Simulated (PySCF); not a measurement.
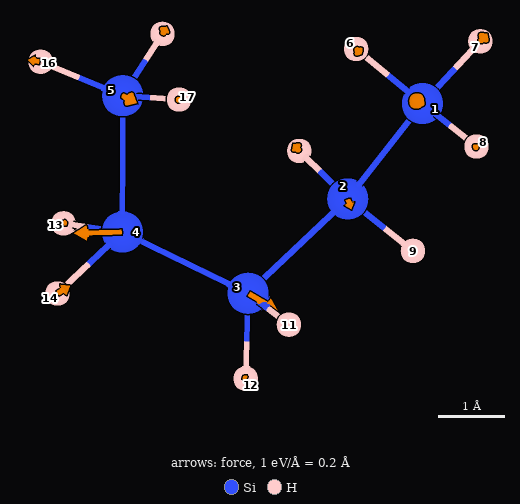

Starting geometry of Si5H12 with the computed forces as orange arrows. The picture is a ball-and-stick view, seen at a tilt.

The start comes from GFN2-xTB. Its atoms were then displaced at random by about 0.03 Å.

Level of theory: PBE0-D3(BJ)/def2-SVP geometry optimisation, gas phase (PySCF 2.14.0, density-fitted response routines). 

Is this structure relaxed? If not, where do the atoms go?

It isn't relaxed: the largest force vector, on a Si atom, is 4.02 eV/Å. The final displacements have little in common with the starting forces (cosine between the two patterns 0.24). Over 8 geometry steps the energy falls by 17.0 kcal/mol. An H atom moves most after the best rigid fit: 0.36 Å. Largest moves by element: H 0.36 Å, Si 0.24 Å. Near-neighbour distances that change, for instance: Si–Si 2.175 → 2.344 Å, H–Si 1.603 → 1.497 Å, H–Si 1.565 → 1.494 Å, Si–Si 2.278 → 2.345 Å. Bond angles that change, for instance: H–Si–H 95.4° → 108.2°, H–Si–H 99.0° → 108.3°, Si–Si–Si 117.6° → 108.5°.
